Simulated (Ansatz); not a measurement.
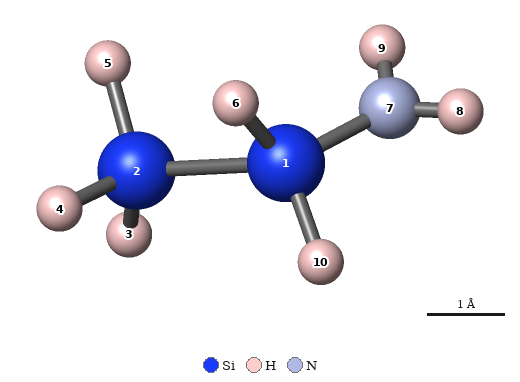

**Figure 1.** The input geometry (ball-and-stick view, seen at a tilt; atoms are numbered from 1 in the order of the input).

Si₂NH₇: geometry relaxation

The run: geometry relaxation of Si₂NH₇. Method and program: RHF/def2-SVP (Ansatz 0.2.0).

It belongs to a series of runs on one base structure; here: end point A relaxed. Figures and captions count atoms from 1; the log counts them from 0 in places.

## What the program printed
```
The last accepted step is kept in [file] (removed where the run ends without a failure and the disk answers)
Engine: ansatz 0.2.0, x86_64-unknown-linux-gnu
Functional definition: HF
  exchange = exact_x
  correlation = 0
890 factors; integrals over basis functions are off by at most 5.1e-4 eV
mean field evaluation 1: about -17308.6268 eV, gradient 2.9e1 eV
mean field evaluation 2: about -17308.6488 eV, gradient 2.9e1 eV
mean field evaluation 4: about -17310.9631 eV, gradient 2.8e0 eV
mean field evaluation 8: about -17311.0000 eV, gradient 4.5e-4 eV
mean field -17311.00000930 eV, -636.1675165246 hartree, gradient 1.8e-5 eV, S^2 0.000000; 0 other end points of the search recorded, 0 dependent functions left out
the calculation of the forces begins
reference -17311.00000930 eV, -636.1675165246 hartree; 21, 21 occupied and 64, 64 virtual orbitals, 890 factors
relax step   1: F+E_penalty+E_count = -17311.00000930 eV  Δ(F+E_penalty+E_count) = +0.000e0 eV  max|allowed force component| = 1.674e0 eV/Å  Δτ_max = 0.0000 Å  (29 SCF iters, accepted)
these checks for a lower state are left out or cut short: starts, cluster_reference, orbital_swaps, neighbouring_geometries, increment
890 factors; integrals over basis functions are off by at most 4.8e-4 eV
mean field evaluation 16: about -17311.1658 eV, gradient 6.6e-4 eV
mean field -17311.16582460 eV, -636.1736101244 hartree, gradient 8.6e-6 eV, S^2 0.000000; 0 other end points of the search recorded, 0 dependent functions left out
the calculation of the forces begins
reference -17311.16582460 eV, -636.1736101244 hartree; 21, 21 occupied and 64, 64 virtual orbitals, 890 factors
relax step   2: F+E_penalty+E_count = -17311.16582460 eV  Δ(F+E_penalty+E_count) = -1.658e-1 eV  max|allowed force component| = 2.989e-1 eV/Å  Δτ_max = 0.1949 Å  (29 SCF iters, accepted)
these checks for a lower state are left out or cut short: starts, cluster_reference, orbital_swaps, neighbouring_geometries, increment
890 factors; integrals over basis functions are off by at most 4.1e-4 eV
mean field -17311.22632830 eV, -636.1758335945 hartree, gradient 1.9e-5 eV, S^2 0.000000; 0 other end points of the search recorded, 0 dependent functions left out
the calculation of the forces begins
reference -17311.22632830 eV, -636.1758335945 hartree; 21, 21 occupied and 64, 64 virtual orbitals, 890 factors
relax step   3: F+E_penalty+E_count = -17311.22632830 eV  Δ(F+E_penalty+E_count) = -6.050e-2 eV  max|allowed force component| = 2.378e-1 eV/Å  Δτ_max = 0.2000 Å  (28 SCF iters, accepted)
these checks for a lower state are left out or cut short: starts, cluster_reference, orbital_swaps, neighbouring_geometries, increment
890 factors; integrals over basis functions are off by at most 3.7e-4 eV
mean field evaluation 32: about -17311.1721 eV, gradient 2.0e-5 eV
mean field -17311.17212440 eV, -636.1738416379 hartree, gradient 2.0e-5 eV, S^2 0.000000; 0 other end points of the search recorded, 0 dependent functions left out
the calculation of the forces begins
reference -17311.17212440 eV, -636.1738416379 hartree; 21, 21 occupied and 64, 64 virtual orbitals, 890 factors
relax step   4: F+E_penalty+E_count = -17311.17212440 eV  Δ(F+E_penalty+E_count) = +5.420e-2 eV  max|allowed force component| = 9.835e-1 eV/Å  Δτ_max = 0.2000 Å  (28 SCF iters, rejected (line search))
these checks for a lower state are left out or cut short: starts, cluster_reference, orbital_swaps, neighbouring_geometries, increment
890 factors; integrals over basis functions are off by at most 3.8e-4 eV
mean field -17311.24435112 eV, -636.1764959210 hartree, gradient 1.2e-5 eV, S^2 0.000000; 0 other end points of the search recorded, 0 dependent functions left out
the calculation of the forces begins
reference -17311.24435112 eV, -636.1764959210 hartree; 21, 21 occupied and 64, 64 virtual orbitals, 890 factors
relax step   5: F+E_penalty+E_count = -17311.24435112 eV  Δ(F+E_penalty+E_count) = -1.802e-2 eV  max|allowed force component| = 1.565e-1 eV/Å  Δτ_max = 0.1000 Å  (29 SCF iters, accepted)
these checks for a lower state are left out or cut short: starts, cluster_reference, orbital_swaps, neighbouring_geometries, increment
890 factors; integrals over basis functions are off by at most 3.7e-4 eV
mean field -17311.24812530 eV, -636.1766346193 hartree, gradient 8.6e-6 eV, S^2 0.000000; 0 other end points of the search recorded, 0 dependent functions left out
the calculation of the forces begins
reference -17311.24812530 eV, -636.1766346193 hartree; 21, 21 occupied and 64, 64 virtual orbitals, 890 factors
relax step   6: F+E_penalty+E_count = -17311.24812530 eV  Δ(F+E_penalty+E_count) = -3.774e-3 eV  max|allowed force component| = 6.339e-2 eV/Å  Δτ_max = 0.0510 Å  (30 SCF iters, accepted)
these checks for a lower state are left out or cut short: starts, cluster_reference, orbital_swaps, neighbouring_geometries, increment
890 factors; integrals over basis functions are off by at most 3.7e-4 eV
mean field -17311.24883284 eV, -636.1766606209 hartree, gradient 8.1e-6 eV, S^2 0.000000; 0 other end points of the search recorded, 0 dependent functions left out
the calculation of the forces begins
reference -17311.24883284 eV, -636.1766606209 hartree; 21, 21 occupied and 64, 64 virtual orbitals, 890 factors
relax step   7: F+E_penalty+E_count = -17311.24883284 eV  Δ(F+E_penalty+E_count) = -7.075e-4 eV  max|allowed force component| = 1.109e-2 eV/Å  Δτ_max = 0.0297 Å  (29 SCF iters, accepted)
890 factors; integrals over basis functions are off by at most 3.7e-4 eV
mean field evaluation 64: about -17311.2488 eV, gradient 5.3e-4 eV
```

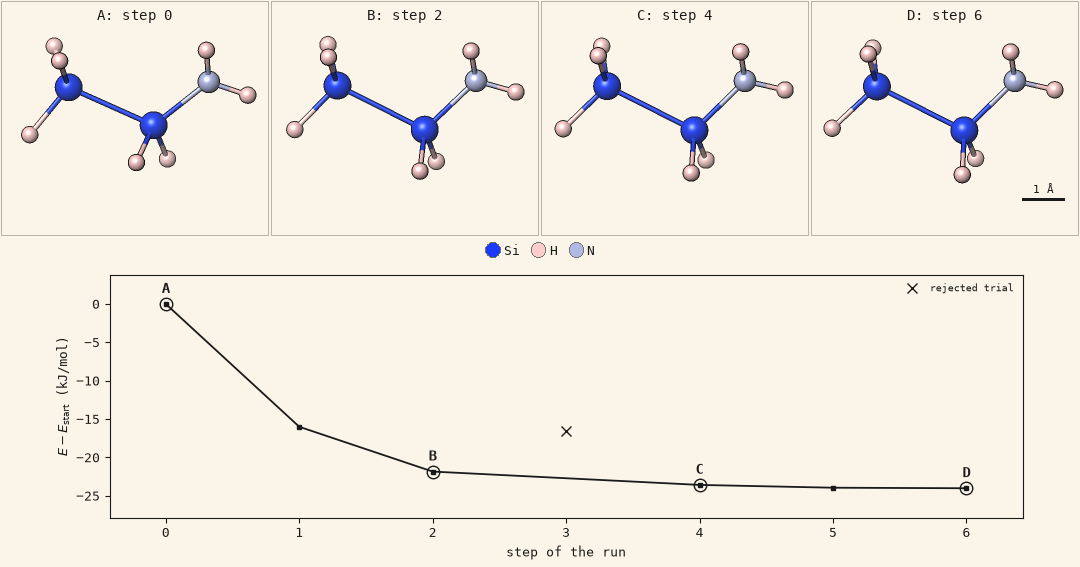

**Figure 2.** Frames of the relaxation (ball-and-stick view, seen at a tilt) above the curves, on which the letters mark them (the first geometry is step 0 here and step 1 in the log).

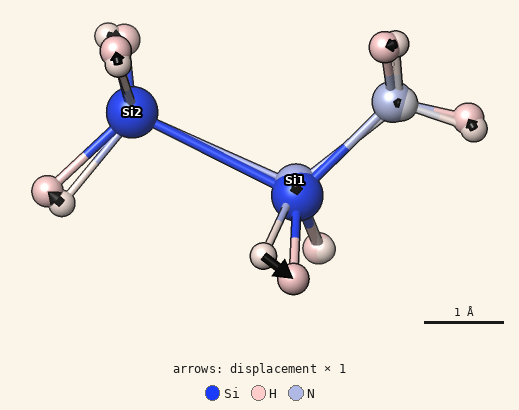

**Figure 3.** Start (faint) and end (solid) with the displacements as black arrows, at true length (ball-and-stick view, seen at a tilt). The two geometries are laid on each other by the best rigid fit. The atom that moves furthest after the best rigid fit is H6 (0.48 Å). Largest moves by element: H 0.48 Å, Si 0.14 Å, N 0.10 Å. Distances before and after: Si1–Si2 2.252 → 2.368 Å, Si1–H6 1.467 → 1.491 Å, Si1–N7 1.726 → 1.731 Å, Si1–H10 1.479 → 1.484 Å. Among the angles that change: Si2–Si1–H6 90.0° → 107.9°, Si1–Si2–H3 119.7° → 111.0°, Si2–Si1–N7 117.4° → 108.8°. Over 6 geometry steps the energy falls by 24.0 kJ/mol. Largest force component: 1.7 eV/Å at the start, 0.011 eV/Å at the end. The line search rejected the trial step at point 3 (counted from 0) and went back. (Atoms are counted from 1 in the order of the input.)

```
mean field -17311.24883284 eV, -636.1766606209 hartree, gradient 8.1e-6 eV, S^2 0.000000; 1 other end points of the search recorded, 0 dependent functions left out
the calculation of the forces begins
reference -17311.24883284 eV, -636.1766606209 hartree; 21, 21 occupied and 64, 64 virtual orbitals, 890 factors
Total energy: -17311.24883284 eV, -636.1766606209 hartree
Atom 0 at     0.285749     0.026987    -0.103911 Å, force    -0.001651     0.003476     0.005652 eV/Å
Atom 1 at     1.007629     0.062093     2.150723 Å, force     0.001808    -0.003307    -0.004979 eV/Å
Atom 2 at    -0.132302    -0.150708     3.077281 Å, force     0.000843    -0.001821     0.000556 eV/Å
Atom 3 at     2.018422    -1.000672     2.384778 Å, force     0.000920     0.001422     0.007030 eV/Å
Atom 4 at     1.628417     1.375324     2.468868 Å, force    -0.001807    -0.000261     0.001722 eV/Å
Atom 5 at     1.496918     0.019028    -0.973362 Å, force    -0.002469    -0.001784    -0.006596 eV/Å
Atom 6 at    -0.793571     1.354683    -0.365066 Å, force     0.008294    -0.011093     0.008454 eV/Å
Atom 7 at    -1.361465     1.395935    -1.189376 Å, force    -0.003276     0.004355    -0.005276 eV/Å
Atom 8 at    -0.561631     2.275041    -0.045799 Å, force    -0.003033     0.006275    -0.005197 eV/Å
Atom 9 at    -0.449467    -1.228214    -0.395534 Å, force     0.000371     0.002738    -0.001365 eV/Å
Dipole moment:    -0.084580     0.223186    -0.193420 e Å
```

## Trajectory as extended XYZ (Å, eV, eV/Å), 7 frames, from step=1 to step=7
```
10
Properties=species:S:1:pos:R:3:forces:R:3 step=1 energy=-17311.00001
Si    0.1991    0.0622    0.0001   -0.5972   0.0111  -0.8851
Si    0.9709    0.0411    2.1151    0.1513   0.0084   1.6740
H     0.0190   -0.1255    3.2445   -0.0011   0.0048   0.0001
H     1.9550   -1.0732    2.1637   -0.0193   0.0010  -0.0141
H     1.7161    1.3113    2.3313    0.0023   0.0068  -0.0035
H     1.5776    0.0852   -0.5015    0.3774   0.0272  -0.8362
N    -0.8369    1.3655   -0.4546    0.0328  -0.0453   0.0648
H    -1.3152    1.3620   -1.3349    0.0330   0.0095   0.0250
H    -0.7045    2.2960   -0.1115    0.0023   0.0183  -0.0124
H    -0.4422   -1.1951   -0.4437    0.0185  -0.0419  -0.0127
10
Properties=species:S:1:pos:R:3:forces:R:3 step=2 energy=-17311.16583
Si    0.2342    0.0638   -0.0317   -0.0913  -0.0531  -0.2841
Si    0.9546    0.0455    2.1892    0.2989   0.0304   0.0559
H    -0.0049   -0.1227    3.3050   -0.0748   0.0089  -0.0638
H     1.9389   -1.0711    2.1942   -0.0204   0.0073   0.1819
H     1.7108    1.3162    2.3639   -0.0324  -0.0179   0.1665
H     1.5738    0.0846   -0.6964   -0.0927   0.0246  -0.1398
N    -0.8309    1.3587   -0.4433   -0.0155   0.0312   0.0587
H    -1.3209    1.3588   -1.3171    0.0144   0.0065   0.0084
H    -0.6902    2.2908   -0.1067    0.0141   0.0032  -0.0077
H    -0.4266   -1.1952   -0.4486   -0.0004  -0.0411   0.0239
10
Properties=species:S:1:pos:R:3:forces:R:3 step=3 energy=-17311.22633
Si    0.2511    0.0197   -0.0923    0.0439   0.1819   0.0884
Si    0.9742    0.0650    2.1600    0.2378  -0.1918   0.0131
H    -0.0643   -0.0902    3.2012   -0.1790  -0.0058  -0.0477
H     1.9576   -1.0403    2.3321   -0.0080   0.0480   0.0253
H     1.6783    1.3465    2.4124    0.0210   0.0750  -0.0032
H     1.5104    0.0779   -0.8860    0.0272  -0.0395  -0.0564
N    -0.8335    1.3408   -0.3773   -0.0484   0.0111  -0.1014
H    -1.3123    1.4088   -1.2574    0.0168   0.0170   0.0847
H    -0.6124    2.2559   -0.0275   -0.0339  -0.1150  -0.0318
H    -0.4104   -1.2546   -0.4565   -0.0774   0.0190   0.0289
10
Properties=species:S:1:pos:R:3:forces:R:3 step=4 energy=-17311.17212 accepted=F
Si    0.2856    0.0714   -0.0784   -0.1098  -0.5946  -0.4115
Si    1.0580    0.0337    2.1553   -0.3411   0.3505   0.0907
H    -0.1391   -0.1352    3.0212    0.1262  -0.0254   0.1197
H     2.0370   -1.0478    2.4428   -0.0733   0.0338  -0.1524
H     1.6842    1.3476    2.4655    0.0433  -0.0593   0.0859
H     1.4991    0.0358   -0.9439   -0.0256   0.1096  -0.0827
N    -0.8470    1.3392   -0.3980    0.2952  -0.3573   0.3658
H    -1.3436    1.4330   -1.2531   -0.1886  -0.3054  -0.4421
H    -0.6429    2.2381   -0.0559    0.1699   0.9835   0.4365
H    -0.4526   -1.1864   -0.3470    0.1038  -0.1353  -0.0099
10
Properties=species:S:1:pos:R:3:forces:R:3 step=5 energy=-17311.24435
Si    0.2782    0.0240   -0.1011    0.0847   0.0383   0.0506
Si    0.9948    0.0626    2.1542    0.0674  -0.0640  -0.0484
H    -0.1172   -0.1064    3.1178   -0.0675  -0.0171   0.0036
H     1.9817   -1.0270    2.3680    0.0141   0.0098   0.0414
H     1.6583    1.3606    2.4392    0.0202   0.0286   0.0128
H     1.5115    0.0544   -0.9368    0.0166  -0.0330  -0.0369
N    -0.8034    1.3450   -0.3652   -0.1565   0.0271  -0.1250
H    -1.3670    1.3901   -1.1951    0.0686   0.0011   0.0896
H    -0.5738    2.2640   -0.0410   -0.0099   0.0174   0.0025
H    -0.4243   -1.2380   -0.4313   -0.0375  -0.0082   0.0099
10
Properties=species:S:1:pos:R:3:forces:R:3 step=6 energy=-17311.24812
Si    0.2842    0.0276   -0.1018   -0.0444  -0.0051  -0.0634
Si    1.0089    0.0617    2.1518    0.0048   0.0156   0.0244
H    -0.1278   -0.1344    3.0866   -0.0023  -0.0032  -0.0161
H     2.0096   -1.0098    2.3900   -0.0016   0.0034  -0.0084
H     1.6439    1.3704    2.4624   -0.0029  -0.0067  -0.0024
H     1.4932    0.0270   -0.9758   -0.0018   0.0083   0.0187
N    -0.8063    1.3479   -0.3653    0.0497   0.0221   0.0257
H    -1.3426    1.4056   -1.2102    0.0011  -0.0243   0.0096
H    -0.5823    2.2646   -0.0289   -0.0075  -0.0007  -0.0023
H    -0.4421   -1.2311   -0.4003    0.0050  -0.0093   0.0143
10
Properties=species:S:1:pos:R:3:forces:R:3 step=7 energy=-17311.24883
Si    0.2857    0.0270   -0.1039   -0.0017   0.0035   0.0057
Si    1.0076    0.0621    2.1507    0.0018  -0.0033  -0.0050
H    -0.1323   -0.1507    3.0773    0.0008  -0.0018   0.0006
H     2.0184   -1.0007    2.3848    0.0009   0.0014   0.0070
H     1.6284    1.3753    2.4689   -0.0018  -0.0003   0.0017
H     1.4969    0.0190   -0.9734   -0.0025  -0.0018  -0.0066
N    -0.7936    1.3547   -0.3651    0.0083  -0.0111   0.0085
H    -1.3615    1.3959   -1.1894   -0.0033   0.0044  -0.0053
H    -0.5616    2.2750   -0.0458   -0.0030   0.0063  -0.0052
H    -0.4495   -1.2282   -0.3955    0.0004   0.0027  -0.0014
```

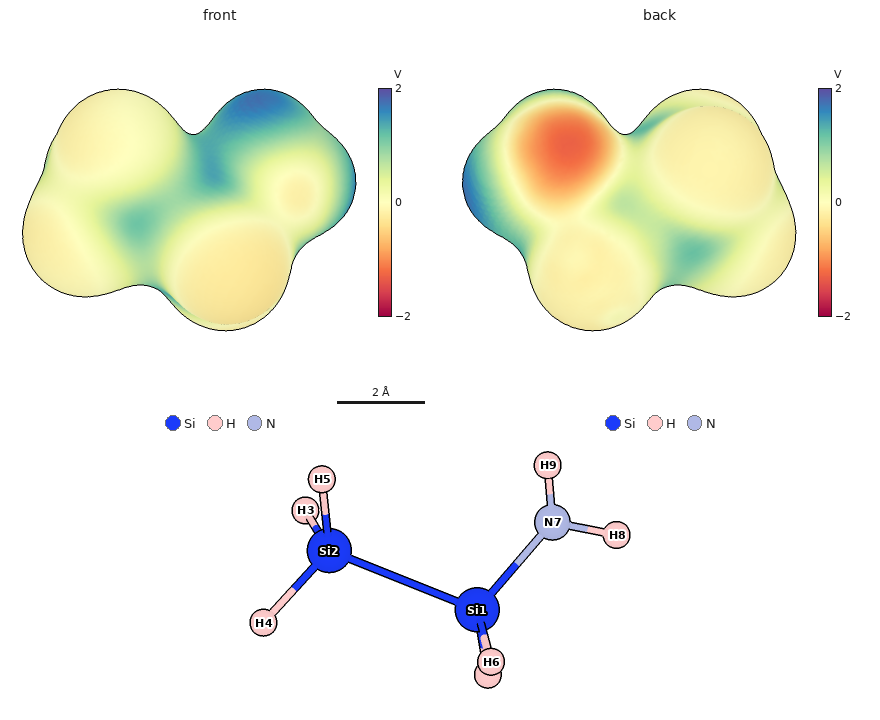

**Figure 4.** The molecular electrostatic potential painted on the density surface at 0.002 e/bohr³, seen face on and from behind; red is negative and blue positive. The bare structure is drawn below in the same view.

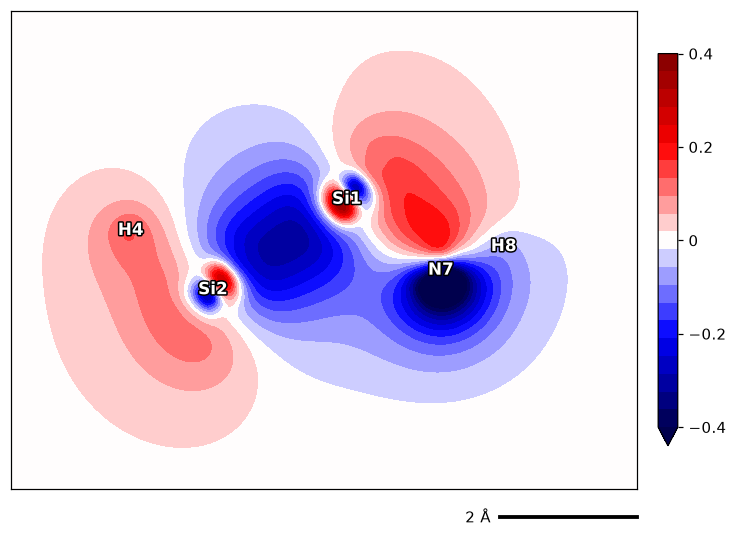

**Figure 5.** The HOMO−1 on the plane of atoms Si1, Si2 and H4 (values in Å⁻³ᐟ²; the overall sign is arbitrary). It lies mainly on N7 (35 %), Si1 (25 %), Si2 (15 %) and H10 (10 %). Its energy is −11.38 eV.

The run was set up as follows.

## The input
```yaml
crystal:
  periodic: [false, false, false]
  atoms:
    - { symbol: Si, position_ang: [0.199146, 0.062174, 5.5e-05] }
    - { symbol: Si, position_ang: [0.970868, 0.041089, 2.115112] }
    - { symbol: H, position_ang: [0.019016, -0.125536, 3.244511] }
    - { symbol: H, position_ang: [1.954977, -1.073179, 2.163738] }
    - { symbol: H, position_ang: [1.716053, 1.311313, 2.331311] }
    - { symbol: H, position_ang: [1.57761, 0.085217, -0.501526] }
    - { symbol: "N", position_ang: [-0.836948, 1.36547, -0.45456] }
    - { symbol: H, position_ang: [-1.315249, 1.362001, -1.3349] }
    - { symbol: H, position_ang: [-0.704528, 2.296003, -0.111486] }
    - { symbol: H, position_ang: [-0.442245, -1.195053, -0.443654] }
basis:
  gaussian: { orbitals: def2-SVP }
hamiltonian:
  xc: hf
relax:
  f_tol: 0.03
  max_steps: 50
output:
  orbitals: {}
```

Launch command:
```bash
ansatz run input.yaml --threads 1 --pin off --max-ram 2048MiB --backend cpu --events-out ev --progress --plain --runs-dir out
```

## Summary

| quantity | value |
| --- | --- |
| outcome | converged |
| total energy | −17311.2488 eV |
| mean-field energy | −17311.2488 eV |
| largest force (length of the vector) at the end | 0.016 eV/Å |
| hardware | 1 thread of AMD EPYC (Zen 5), 32 GiB of memory available, shared host |
| wall time | 5.4 s |
| peak memory | 0.17 GiB |
